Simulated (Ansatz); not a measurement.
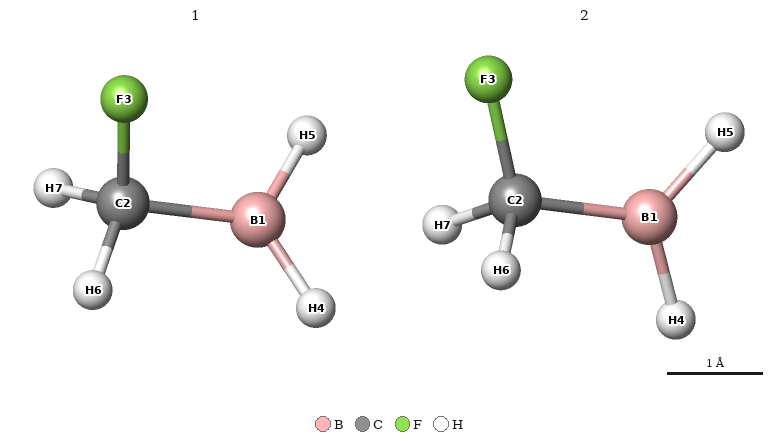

Two geometries of CH$_{4}$BF, drawn at one scale. One is the start of a relaxation, the other its converged end. A ball-and-stick model, seen at a tilt.

Computed with Ansatz 0.2.0, RKS r2SCAN-D4/6-31G*. (no spin polarisation; force threshold 0.015 eV/Å; at most 40 steps)

> Which geometry has the lower energy?

Structure 2 is the relaxed one. The run prepares an end point of a later path (torsion) calculation, from a guessed geometry. Over 8 geometry steps the energy falls by 43.2 kJ/mol. Largest force component: 2.5 eV/Å at the start, 0.0087 eV/Å at the end. H4 moves most after the best rigid fit: 0.73 Å. Largest moves by element: H 0.73 Å, F 0.45 Å, B 0.06 Å, C 0.05 Å. Near-neighbour distances that change, for instance: B1–H4 1.126 → 1.199 Å, B1–H5 1.236 → 1.195 Å, C2–H7 1.133 → 1.106 Å, C2–F3 1.373 → 1.396 Å. Bond angles that change, for instance: B1–C2–F3 107.4° → 115.4°, C2–B1–H4 122.8° → 117.3°, H4–B1–H5 116.6° → 120.5°. Groups turn about B1–C2 by about 60°. The run took 10 s on 1 thread of Intel(R) Xeon(R) 6975P-C (Granite Rapids), with other jobs on the host, peak memory 0.14 GiB.
